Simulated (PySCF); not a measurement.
**SCS-MP2/ANO-R1 run of CH3ClFIn (SMILES [CH3][In]([F])[Cl])**

Aim: the energy difference between two shapes of CH3ClFIn at SCS-MP2/ANO-R1, from 2 runs. 

Program for the calculation: PySCF 2.14.0.

4 further runs of the same task are left out: 1 that didn't finish, 3 set aside as unsound or not needed.

**1. The system as given**

The species is CH3ClFIn (7 atoms), meant as a singlet with charge 0. SMILES: `[CH3][In]([F])[Cl]`. Geometry: relaxed at PBE0-D4/def2-TZVP.

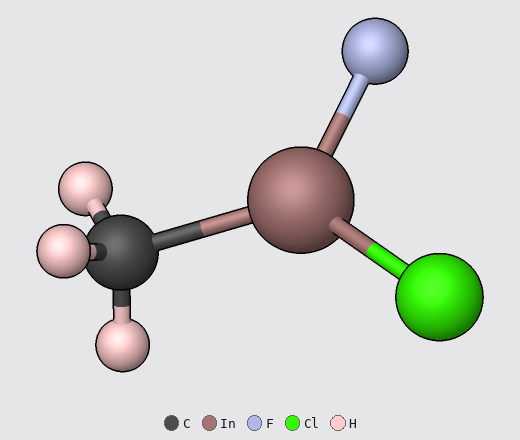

Viewed from a chosen angle; carbon dark grey, indium brown, fluorine light blue, chlorine green, hydrogen pink.

**2. A single-point energy at SCS-MP2/ANO-R1**

File job.py:

```python
from pyscf import gto, scf, mp

system = gto.Mole()
system.atom = '''
C   -0.390800   0.951400   0.427300
In   0.391000  -0.846100  -0.384300
F    2.306000  -1.125500  -0.600500
Cl  -0.728400  -2.728700  -1.135500
H   -1.112900   1.373000  -0.270800
H   -0.891300   0.725700   1.368500
H    0.426300   1.650400   0.595200
'''
system.basis = 'ano-r1'
system.spin = 0
system.verbose = 4
system.max_memory = 1860
system.build()

calc0 = scf.RHF(system)
calc0.kernel()

pt = mp.MP2(calc0, frozen=25).run()
etot = calc0.e_tot + 1.2 * pt.e_corr_os + pt.e_corr_ss / 3
print('E(%s) = %.9f' % ('SCS-MP2', etot))
```

Started as:

```console
$ OMP_NUM_THREADS=1 python job.py
```

What it wrote:

```text
PySCF version 2.14.0

[... 61 lines left out ...]
converged SCF energy = -6210.093211703
[... 1 line left out ...]
******** <class 'pyscf.mp.mp2.RMP2'> ********
nocc = 17, nmo = 79
frozen orbitals 25
E(RMP2) = -6210.94848725143  E_corr = -0.855275548423736
E(SCS-RMP2) = -6210.88330821928  E_corr = -0.790096516277892
E_corr(same-spin) = -0.272577855958374
E_corr(oppo-spin) = -0.582697692465362
E(SCS-MP2) = -6210.883308219
```

It took 33 s on 1 thread of Arm Neoverse V1, shared host; peak memory 0.28 GiB.

**3. The distorted shape, same level**

File job.py:

```python
from pyscf import gto, mp

mol = gto.Mole()
mol.atom = '''
C   -0.544808   0.885104   0.457503
In   0.351480  -0.849831  -0.240466
F    2.254970  -1.097991  -0.651231
Cl  -0.741991  -2.651916  -0.927574
H   -1.198041   1.345105  -0.464980
H   -0.935665   0.720732   1.482635
H    0.348083   1.554348   0.562192
'''
mol.max_memory = 1860
mol.charge = 0
mol.basis = 'ano-r1'
mol.verbose = 4
mol.build()

mf = mol.RHF()
mf.kernel()

pt = mp.MP2(mf, frozen=25).run()
e_final = mf.e_tot + 1.2 * pt.e_corr_os + pt.e_corr_ss / 3
print('E(%s) = %.9f' % ('SCS-MP2', e_final))
```

Started as:

```console
$ OMP_NUM_THREADS=1 python job.py
```

What it wrote:

```text
PySCF version 2.14.0

[... 61 lines left out ...]
converged SCF energy = -6210.06881824702
[... 1 line left out ...]
******** <class 'pyscf.mp.mp2.RMP2'> ********
nocc = 17, nmo = 79
frozen orbitals 25
E(RMP2) = -6210.92999136878  E_corr = -0.861173121759391
E(SCS-RMP2) = -6210.86428305113  E_corr = -0.795464804116253
E_corr(same-spin) = -0.274549548455788
E_corr(oppo-spin) = -0.586623573303603
E(SCS-MP2) = -6210.864283051
```

Run time: 33 s. Hardware: 1 thread of Arm Neoverse V1, shared host; peak memory 0.29 GiB.

**4. What came out**

Level: SCS-MP2/ANO-R1, 25 core orbitals frozen.

| quantity | value |
| --- | --- |
| first shape: total energy | -6210.88331 Eh |
| first shape: dipole moment (Hartree–Fock density) | 3.59 D |
| first shape: HOMO energy (Hartree–Fock orbitals) | -11.54 eV |
| first shape: LUMO energy (Hartree–Fock orbitals) | 0.95 eV |
| first shape: HOMO–LUMO gap (Hartree–Fock orbitals) | 12.48 eV |
| first shape: correlation energy (25 core orbitals frozen) | -790.1 mEh |
| distorted shape: total energy | -6210.86428 Eh |
| distorted shape: dipole moment (Hartree–Fock density) | 3.44 D |
| distorted shape: HOMO energy (Hartree–Fock orbitals) | -11.37 eV |
| distorted shape: LUMO energy (Hartree–Fock orbitals) | 0.80 eV |
| distorted shape: HOMO–LUMO gap (Hartree–Fock orbitals) | 12.17 eV |
| distorted shape: correlation energy (25 core orbitals frozen) | -795.5 mEh |
| energy change with the atoms displaced | 0.518 eV |

What this shows: With the atoms displaced the energy rises by 0.52 eV (11.9 kcal/mol). The first shape isn't relaxed at this level, so the change isn't measured from a minimum. Mulliken charges (first shape) of the mean-field density run from -0.72 on C1 to +1.56 on In2; they depend strongly on the basis. The basis (first shape) was made for a relativistic Hamiltonian, but the run is non-relativistic. Mulliken charges (distorted shape) of the mean-field density run from -0.79 on C1 to +1.56 on In2. The basis (distorted shape) was made for a relativistic Hamiltonian, but the run is non-relativistic.
